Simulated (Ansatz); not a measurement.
CH₁₀N₂OSi₂ (SMILES C[Si](N)(N)O[SiH3])

The calculation's input:

```
crystal:
  periodic: [false, false, false]
  atoms:
    - {symbol: C, position_ang: [-0.036667, 1.680374, 0.564955]}
    - {symbol: "N", position_ang: [1.929811, -0.346664, 1.239572]}
    - {symbol: N, position_ang: [-0.656852, -1.041873, 1.945367]}
    - {symbol: O, position_ang: [-0.190851, -0.913392, -0.673792]}
    - {symbol: Si, position_ang: [0.271424, -0.165862, 0.775993]}
    - {symbol: Si, position_ang: [0.056578, -0.672100, -2.303333]}
    - {symbol: H, position_ang: [0.144566, 2.233408, 1.508697]}
    - {symbol: H, position_ang: [0.622912, 2.118439, -0.214258]}
    - {symbol: H, position_ang: [-1.084316, 1.866634, 0.252901]}
    - {symbol: H, position_ang: [2.645262, 0.266421, 0.843969]}
    - {symbol: H, position_ang: [2.298704, -1.286945, 1.400696]}
    - {symbol: H, position_ang: [-0.593405, -0.790588, 2.933166]}
    - {symbol: H, position_ang: [-1.598305, -1.349750, 1.695622]}
    - {symbol: H, position_ang: [1.505158, -0.363111, -2.596652]}
    - {symbol: H, position_ang: [-0.777132, 0.472911, -2.821948]}
    - {symbol: H, position_ang: [-0.330916, -1.922107, -3.041190]}
basis:
  gaussian: {orbitals: def2-SVPD}
hamiltonian: {xc: pbe0}
magnetization: {spin_polarized: false, initial_magnetization: 0}
output: {forces: true, orbitals: {seedname: orbitals}}
```

Command:

```sh
ansatz run input.yaml --threads 4 --pin off --max-ram 7830MiB --events-out events.jsonl --progress --plain --runs-dir runs
```

Geometry: PBE-D3(BJ)/def2-SVP.

Computed with Ansatz 0.2.0, isolated molecule in a Gaussian basis; Kohn-Sham density functional theory, functional PBE0.

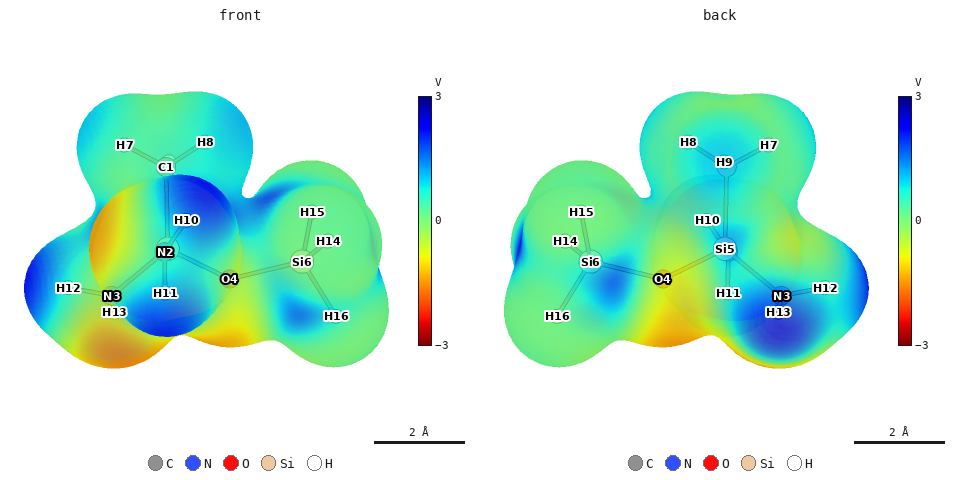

Figure 1. The electrostatic potential painted on the density surface at 0.004 e/bohr³, seen from the front and from behind; the colour scale runs from red (negative) to blue (positive).

Which sites attract a positive test charge, and which a negative one?

Answer. A positive charge is drawn to the negative regions and a negative charge to the positive ones. The most negative region (about −1.6 V) lies over N3, the most positive (about +2.2 V) over the H and Si atoms. N3 is the likeliest acceptor of a hydrogen bond.

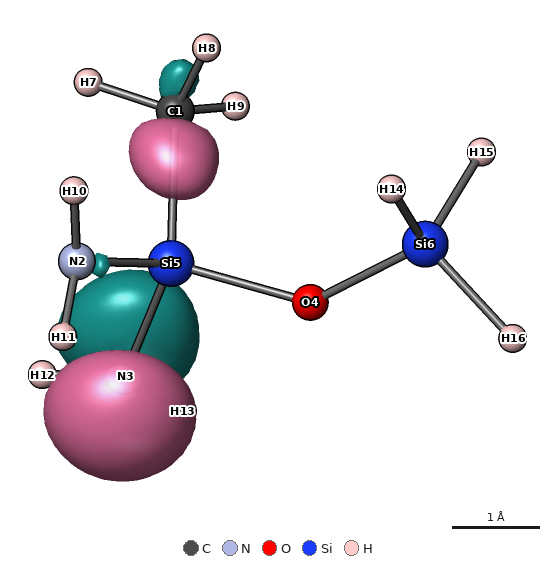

Figure 2. The HOMO at ±0.2 Å⁻³ᐟ² (teal and pink are the two phases), seen at a tilt.

What is the character of this orbital?

Answer. Its weight (Hirshfeld) is mainly on N3 (about 65 %) and C1 (about 10 %). Its energy is −7.38 eV.

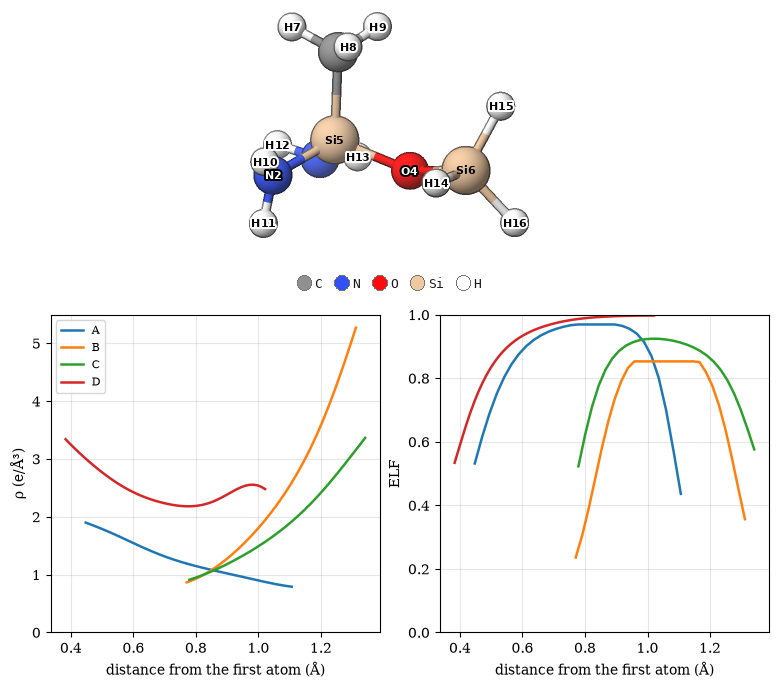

Figure 3. Total electron density and ELF along straight lines between neighbouring atoms. The curves leave out the atomic cores. The structure is drawn too.

Which curve belongs to which contact (C–Si, N–H, Si–N and Si–O)? The first atom named is at distance zero.

Answer. Curve A: C–Si (1.88 Å): ρ is about 0.97 e/Å³ halfway; the ELF peaks at about 0.95 between the atoms (localised, covalent bonding). Curve B: Si–O (1.67 Å): ρ at the midpoint is about 1 e/Å³; the ELF peaks at about 0.85 between the atoms, as expected for a shared but strongly polarised pair. Curve C: Si–N (1.73 Å): the density is about 1.1 e/Å³ at the midpoint; the ELF peaks at about 0.90 between the atoms; a shared but strongly polarised pair. Curve D: N–H (1.02 Å): ρ is about 2.7 e/Å³ halfway; the ELF climbs to about 1 towards the hydrogen, as it does in any bond to H: a covalent bond by its length.

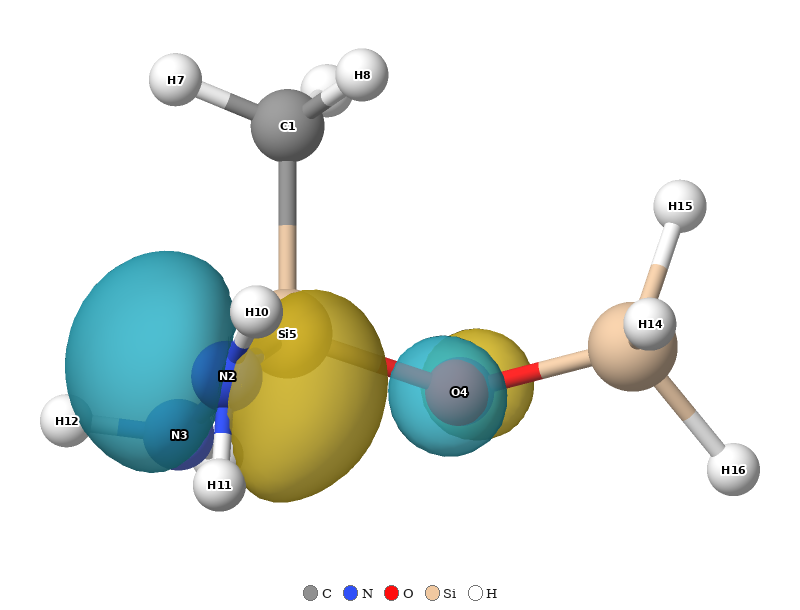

Figure 4. The HOMO−1 at ±0.15 Å⁻³ᐟ² (yellow and cyan are the two phases), seen across its widest extent.

Where does this orbital lie, and at what energy?

Answer. By Hirshfeld shares it lies mainly on N2 (about 65 %) and O4 (about 10 %); largely a lone pair of N2. Its energy is −7.58 eV.
